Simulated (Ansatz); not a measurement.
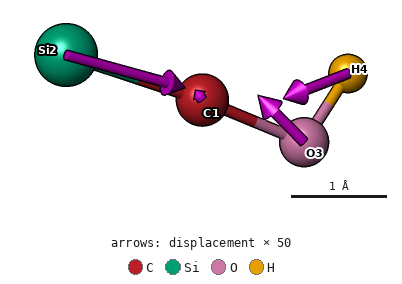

This is a relaxation of CHOSi (multiplicity 2). The starting structure is drawn; purple arrows show the displacements, 50 times their true length. The two geometries are superimposed by the best rigid fit.

The picture is a ball-and-stick view, seen at a tilt.

It is one of the separated reactants of a reaction.

The calculation used Ansatz 0.2.0, UKS PBE0-D4/def2-TZVP. Settings: force threshold 0.005 eV/Å; at most 200 steps.

What happened in the run?

Answer. The energy falls by 0.62 kcal/mol in 4 accepted moves (5 points after the start). Largest force component: 0.98 eV/Å at the start, 0.00024 eV/Å at the end. The line search rejected the trial step at point 4 of the run. Si2 moves most after the best rigid fit: 0.030 Å. By element the largest moves are Si 0.030 Å, H 0.018 Å, O 0.015 Å, C 0.003 Å. Some distances before and after: C1–Si2 1.718 → 1.686 Å, O3–H4 0.987 → 0.970 Å, C1–O3 1.300 → 1.289 Å.
